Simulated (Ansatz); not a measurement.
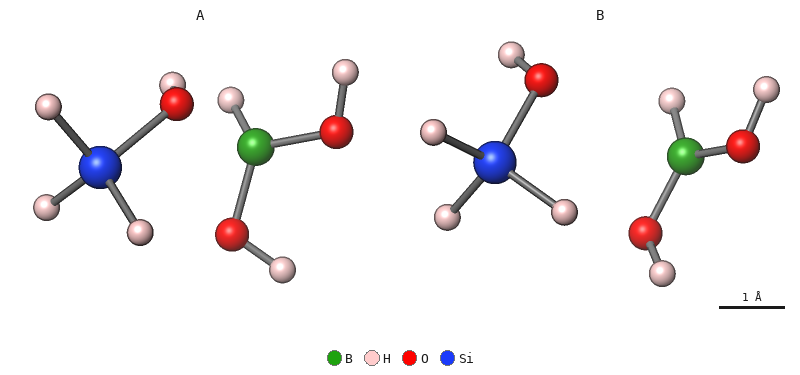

Two geometries of BSiH7O3 (started from a transition state, displaced along its imaginary mode), drawn at one scale. One is the start of a relaxation, the other its converged end. The picture is a ball-and-stick view, seen at a tilt.

Method: RKS PBE0-D4/def2-TZVP in Ansatz 0.2.0. (force threshold 0.005 eV/Å; at most 200 steps)

Which one is relaxed?

Structure B is the relaxed one. An H atom moves most after the best rigid fit: 1.07 Å. By element the largest moves are H 1.07 Å, O 0.67 Å, B 0.57 Å, Si 0.12 Å. Near-neighbour distances that change, for instance: B–H 1.630 → 3.202 Å, B–O 1.729 → 2.885 Å, B–Si 3.020 → 3.652 Å, H–O 0.835 → 0.958 Å. Bond angles that change, for instance: H–O–Si 124.1° → 117.1°, O–Si–H 104.8° → 110.9°, O–Si–H 111.5° → 106.6°. Over 23 accepted moves (26 points after the start) the energy falls by 37.8 kcal/mol. Largest force component: 10 eV/Å at the start, 0.0048 eV/Å at the end. The line search rejected the trial steps at points 7, 17, 23 of the run.
